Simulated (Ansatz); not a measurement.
## Predicting a hybrid from its neighbours: BrCl (bromine chloride)

The species is BrCl (2 atoms), meant as a singlet with charge 0. SMILES: `ClBr`. The bond length is the measured one.

The electronic atomisation energy y, in eV, basis def2-TZVPPD; a is the functional's share of exact exchange. Programs: Ansatz 0.2.0.

```
functional  program     a  y (eV)
    r2SCAN   Ansatz     0    2.46
    revPBE   Ansatz     0    2.45
     B3LYP   Ansatz   0.2    2.27
      PBE0   Ansatz  0.25       ?
   r2SCAN0   Ansatz  0.25    2.25
     BHLYP   Ansatz   0.5    1.96
```

Fit y = c + s·a to the known rows and predict PBE0.


1. Means of the 5 rows: a = 0.1900, y = 2.278.
2. Σ(Δa)² = 0.172, Σ(Δa·Δy) = -0.1676, so the slope is -0.1676/0.172 = -0.97442.
3. Intercept: 2.278 − (-0.97442) × 0.1900 = 2.463. The largest residual of the fit is 0.031.
4. PBE0: 2.463 + (-0.97442) × 0.25 = 2.22 eV.

The run gave 2.44 eV, so the prediction is off by -0.22 eV, more than the scatter of the fit. The rows mix families of semi-local functionals, which the line can't see. Spin-orbit coupling is left out.

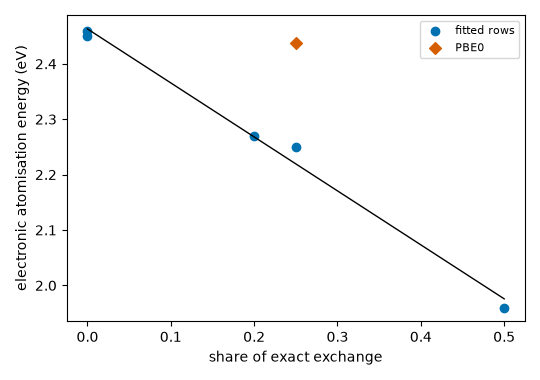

The fitted line, with the withheld row.
